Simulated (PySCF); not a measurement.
SMILES Cc1cccc(C(F)(F)F)c1, singlet at its GFN2-xTB optimised geometry (Å):

```
18

C     -1.9336    -1.9722    -0.0185
C     -1.1837    -0.6774     0.0000
C     -1.8483     0.5431     0.0021
C     -1.1480     1.7370     0.0052
C      0.2354     1.7365     0.0061
C      0.9046     0.5208     0.0000
C      2.4047     0.4728     0.0250
F      2.8798     0.1209     1.2380
F      2.9814     1.6449    -0.2752
F      2.9054    -0.4286    -0.8392
C      0.2054    -0.6774     0.0000
H     -2.9814    -1.8199     0.2259
H     -1.8738    -2.4216    -1.0095
H     -1.5028    -2.6750     0.6913
H     -2.9284     0.5585     0.0026
H     -1.6817     2.6750     0.0088
H      0.7897     2.6618     0.0089
H      0.7471    -1.6119    -0.0035
```

Computed with B3LYP/def2-SVP (PySCF). Cells within 0.4 Å of a nucleus heavier than hydrogen are left out (blank, or x).

Map of the electron localisation function on the plane z = 0.0 Å:

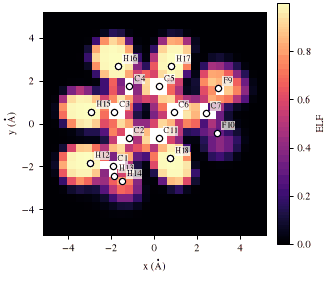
Electron localisation function on the plane z = 0.0 Å.
